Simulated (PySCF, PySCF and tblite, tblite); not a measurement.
# (CF3)2C(OH)2 (C3H2F6O2): conformers and averaged spectra, part 2 of 2

PySCF and tblite. Atoms count from 0.

### 8 Couplings, conformer 2: B3LYP/pcJ-1+6-31G*

Job settings and geometry (Å):

```
{"job": {"xc": "B3LYP", "basis": {"default": "6-31G*", "H": "pcJ-1", "F": "pcJ-1"}, "nuclei": ["H", "F", "P", "Si", "B"], "kind": "j"}, "charge": 0, "multiplicity": 1}
O     -0.619656    -1.004458    -1.078601
C     -0.108533    -0.344385     0.019580
O     -0.392576    -0.934229     1.233787
C     -0.623368     1.127794     0.025513
F     -0.371424     1.778559    -1.102177
F     -1.968186     1.073928     0.159397
F     -0.160749     1.843568     1.041582
C      1.435015    -0.385564    -0.130728
F      1.873177    -1.635754    -0.136595
F      1.826540     0.190048    -1.264769
F      2.036119     0.253437     0.869783
H     -1.588419    -1.020210    -1.079765
H     -1.342329    -0.942249     1.425264
```

Log:

```text
coarse grid: 13192 points
cycle   1  E = -864.6141965360  dE =  2.167e+00  |g| = 1.560e+00  |ddm| = 3.449e+00
cycle   2  E = -863.9546446054  dE =  6.596e-01  |g| = 2.599e+00  |ddm| = 2.452e+00
cycle   3  E = -865.0128386268  dE = -1.058e+00  |g| = 1.136e-01  |ddm| = 1.626e+00
cycle   4  E = -865.0146249797  dE = -1.786e-03  |g| = 6.892e-02  |ddm| = 1.514e-01
cycle   5  E = -865.0155148758  dE = -8.899e-04  |g| = 1.646e-02  |ddm| = 5.782e-02
cycle   6  E = -865.0155536307  dE = -3.875e-05  |g| = 3.929e-03  |ddm| = 1.102e-02
cycle   7  E = -865.0155559421  dE = -2.311e-06  |g| = 9.653e-04  |ddm| = 2.969e-03
final grid: 136408 points
cycle   8  E = -865.0280789245  dE = -2.377e-04  |g| = 7.945e-03  |ddm| = 2.379e-02
cycle   9  E = -865.0280682099  dE =  1.071e-05  |g| = 1.167e-02  |ddm| = 1.067e-02
cycle  10  E = -865.0280875819  dE = -1.937e-05  |g| = 3.933e-04  |ddm| = 6.415e-03
cycle  11  E = -865.0280875892  dE = -7.211e-09  |g| = 3.166e-04  |ddm| = 4.551e-04
cycle  12  E = -865.0280876071  dE = -1.796e-08  |g| = 4.347e-05  |ddm| = 2.397e-04
cycle  13  E = -865.0280876074  dE = -2.763e-10  |g| = 1.411e-05  |ddm| = 3.336e-05
converged SCF energy = -865.0280876074

Indirect spin-spin couplings (Hz)
  i      j    bonds     total        FC       PSO       DSO        SD
  4 F    5 F    2     78.975    39.357   -15.376     0.095    54.900
  4 F    6 F    2     33.671    22.076   -36.618     0.055    48.159
  4 F    8 F    4      1.077     2.273     0.108    -1.066    -0.237
  4 F    9 F    4     24.779    29.623    -8.867     1.463     2.561
  4 F   10 F    4      0.548    -0.627     2.127    -0.123    -0.830
  4 F   11 H    4      0.591     0.311     0.530    -0.088    -0.162
  4 F   12 H    4     -1.618    -0.750     0.830    -1.505    -0.193
  5 F    6 F    2     79.033    39.453   -15.419     0.095    54.904
  5 F    8 F    4      5.193     5.414    -3.518    -1.212     4.509
  5 F    9 F    4      1.185     2.315     0.067    -1.017    -0.181
  5 F   10 F    4      1.192     2.325     0.063    -1.017    -0.180
  5 F   11 H    4     -0.525    -0.679    -1.713     2.205    -0.338
  5 F   12 H    4     -0.541    -0.695    -1.715     2.209    -0.339
  6 F    8 F    4      1.069     2.263     0.111    -1.067    -0.238
  6 F    9 F    4      0.556    -0.618     2.126    -0.121    -0.832
  6 F   10 F    4     24.627    29.488    -8.856     1.462     2.533
  6 F   11 H    4     -1.622    -0.755     0.832    -1.505    -0.193
  6 F   12 H    4      0.593     0.310     0.527    -0.082    -0.162
  8 F    9 F    2     67.963    37.495   -21.968     0.015    52.420
  8 F   10 F    2     67.676    37.269   -22.004     0.015    52.395
  8 F   11 H    4     -1.228    -0.630     1.369    -1.811    -0.155
  8 F   12 H    4     -1.233    -0.636     1.371    -1.813    -0.155
  9 F   10 F    2     62.617    32.056   -22.131     0.142    52.550
  9 F   11 H    4     -1.524    -0.994     1.315    -1.779    -0.067
  9 F   12 H    4      6.045     6.541     1.457    -2.061     0.108
 10 F   11 H    4      6.046     6.542     1.456    -2.061     0.108
 10 F   12 H    4     -1.521    -0.991     1.313    -1.777    -0.066
 11 H   12 H    4      0.751     0.219    -1.345     1.877         -
```

Run time: 1.7 min. Hardware: 1 thread of Arm Neoverse V2, shared host; peak memory 1.1 GiB.

This run: HOMO -9.23 eV, LUMO 0.07 eV; dipole 3.53 D.

### 9 The ensemble: properties at KT2/pcSseg-1 in methanol

Job settings and geometry (Å):

```
{"job": {"study": "conf", "smiles": "OC(O)(C(F)(F)F)C(F)(F)F", "search": {"seed": 286, "n_embed": 90, "ff_keep": 18, "window": 3.0, "nmax": 5, "temps": [250, 273.15, 298.15, 323.15, 373.15], "t_ref": 298.15, "order": 0.002}, "level": {"nmr": {"xc": "KT2", "basis": "pcSseg-1", "solvent": "methanol"}, "sp": {"xc": "B3LYP", "basis": "def2-SVP", "solvent": "methanol"}, "j": {"xc": "B3LYP", "basis": {"default": "6-31G*", "H": "pcJ-1", "F": "pcJ-1"}, "nuclei": ["H", "F", "P", "Si", "B"]}}, "kind": "conf"}, "charge": 0, "multiplicity": 1}
O     -1.153965    -0.306202     1.060531
C     -0.234870    -0.255992     0.032198
O     -0.331217    -1.313952    -0.848726
C      1.159929    -0.230743     0.719012
F      1.219445     0.618515     1.733350
F      1.432431    -1.453911     1.190357
F      2.128754     0.082309    -0.139412
C     -0.433342     1.024624    -0.827169
F      0.264641     1.003839    -1.952371
F     -1.728403     1.134142    -1.148620
F     -0.102609     2.126473    -0.156292
H     -2.061505    -0.270718     0.721168
H     -0.163676    -2.157898    -0.401753
```

Log:

```text
conformer  sym    E(xTB)   E(DFT)   G(298.15 K)  weight  dipole/D
    1     C2      0.000    0.000    0.000   0.8103    2.968
    2     Cs      3.056    1.518    0.860   0.1897    4.188

mean shielding (ppm) by class
class atoms           250 K   273.15 K   298.15 K   323.15 K   373.15 K
  0 O  0,2          241.136    241.227    241.324    241.417    241.586
  1 C  1             88.689     88.691     88.694     88.697     88.702
  2 C  3,7           55.998     55.995     55.992     55.989     55.984
  3 F  4,5,6         255.45    255.439    255.426    255.414    255.393
  4 H  11,12         27.783     27.789     27.794     27.799     27.808
```

Wall time 4.7 min (1 thread of Arm Neoverse V2, shared host). This counts the runs that the step sums up.

The search (ETKDG and KDG, MMFF94s, GFN2-xTB) embedded 90 structures, kept 2 distinct ones after the force field and 2 after xTB; 2 were carried on (window 3.0 kcal/mol at the search's own energies). Energies: B3LYP/def2-SVP in methanol with D3(BJ).

The conformers at 298 K:

```
no.  group  mirror pair  ΔE xTB  ΔE DFT    ΔG  weight (%)  μ (D)  H11–O0–C1–O2 (°)  O0–C1–O2–H12 (°)     A, B, C (GHz)
  1     C2          yes    0.00    0.00  0.00        81.0   2.97               -62               -62  1.68, 0.97, 0.91
  2     Cs           no    3.06    1.52  0.86        19.0   4.19                64               -64  1.69, 0.96, 0.91
```

Energies in kcal/mol. ΔG holds xTB vibrations and rotation, symmetry numbers and mirror pairs.

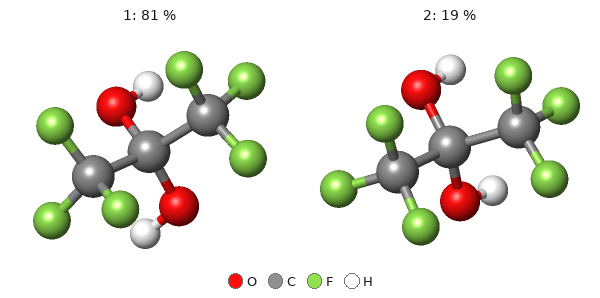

The conformers with their weights.

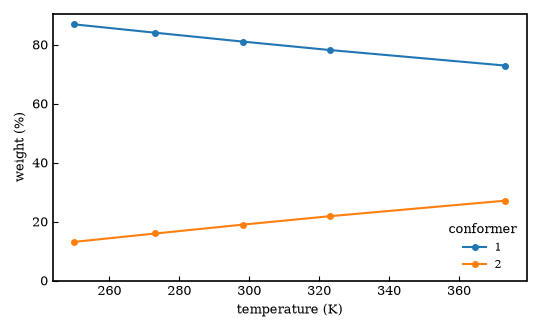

Weights against temperature.

How the weights hang on the way they are made:

```
                                  scheme    1   2  mean μ (D)
                         DFT free energy   81  19        3.20
            DFT energy, symmetry counted   93   7        3.06
                        DFT energy alone   93   7        3.06
            xTB energy, symmetry counted   99   1        2.98
                         xTB free energy   98   2        2.99
                   lowest conformer only  100   0        2.97
                           equal weights   50  50        3.58
conformers found from three starts alone  100   0        2.97
```

Shifts against references run at the same level ($^{1}$H TMS 31.60, $^{13}$C TMS 186.5 ppm of shielding), by class of atoms, at 298 K:

```
                atoms                     environment      no. 1      no. 2    average
               C3, C7                      CF3 carbon      130.4      130.5      130.5
                   C1  sp3 carbon bearing two oxygens       97.8       97.7       97.8
             H11, H12   hydrogen on an alcohol oxygen       3.84       3.66       3.80
               O0, O2                  alcohol oxygen  240.7 (σ)  243.9 (σ)  241.3 (σ)
F4, F5, F6 and 3 more         fluorine of a CF3 group  255.5 (σ)  255.1 (σ)  255.4 (σ)
```

Couplings (Hz, B3LYP/pcJ-1+6-31G*; one pair named for each class), from conformers that hold 100 % of the weight:

```
 pair  bonds  no. 1  no. 2  average
F4–F5      2   67.4   65.0     66.9
F4–F8      4    5.5    6.7      5.7
```

### 10 What came out

The summary covers parts 1 to 2.

| quantity | value |
| --- | --- |
| conformers | 2; the first in weight is no. 1 (C2), 81 % at 298 K |
| root-mean-square dipole | 3.23 D |
| averaged $^{13}$C shifts (KT2/pcSseg-1 in methanol) | 130.5, 97.8 ppm |
| averaged $^{1}$H shifts (KT2/pcSseg-1 in methanol) | 3.80 ppm |

Conformer 1 leads with 81 % at 298 K, and its share goes from 87 % at 250 K to 73 % at 373 K. Among conformers over 5 %, H11, H12 differ by 0.18 ppm, while the average moves by 0.02 ppm from 250 to 373 K. Protons on O, N, S or Se exchange and bind to solvent, so their values hold for the lone molecule only.
